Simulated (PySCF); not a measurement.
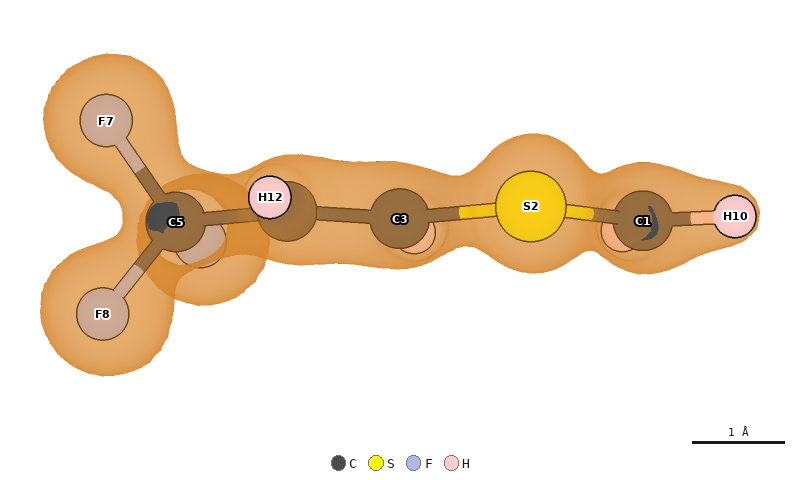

C4H4F3S (SMILES [CH2]S/C=C/C(F)(F)F) (doublet). Isosurface of the total electron density at 1 e/Å³ (orange), seen from one side.

Geometry: GFN2-xTB.

Theory: UKS B3LYP, pcH-1 on C F H S, non-relativistic, mean-field spin-orbit, GIAO in PySCF 2.14.0, density-fitted response routines.

```yaml
atoms:
  - { symbol: C, position_ang: [2.8451, -0.1391, 0.6548] }
  - { symbol: S, position_ang: [1.8404, 1.1199, 0.1481] }
  - { symbol: C, position_ang: [0.2918, 0.3555, 0.0415] }
  - { symbol: C, position_ang: [-0.8181, 0.9991, -0.3420] }
  - { symbol: C, position_ang: [-2.1381, 0.3176, -0.4274] }
  - { symbol: F, position_ang: [-2.0969, -0.9716, -0.0585] }
  - { symbol: F, position_ang: [-2.6429, 0.3382, -1.6771] }
  - { symbol: F, position_ang: [-3.0675, 0.9060, 0.3504] }
  - { symbol: H, position_ang: [2.4650, -1.1292, 0.7919] }
  - { symbol: H, position_ang: [3.8789, 0.0882, 0.7995] }
  - { symbol: H, position_ang: [0.2730, -0.6913, 0.3067] }
  - { symbol: H, position_ang: [-0.8295, 2.0416, -0.6140] }
```

Q: What does this surface tell about the bonding?

A: At this value the surface is in one piece. It bridges the sampled C–C (1.34 Å), C–F (1.34 Å), C–S (1.69 Å) and C–H (1.07 Å) contacts, where the density stays above the isovalue. On the grid the lowest density along these lines, outside the cores, is 1.9 e/Å³ (C–C, 1.34 Å), 1.7 e/Å³ (C–F, 1.34 Å), 1.4 e/Å³ (C–S, 1.69 Å) and 1.4 e/Å³ (C–H, 1.07 Å).
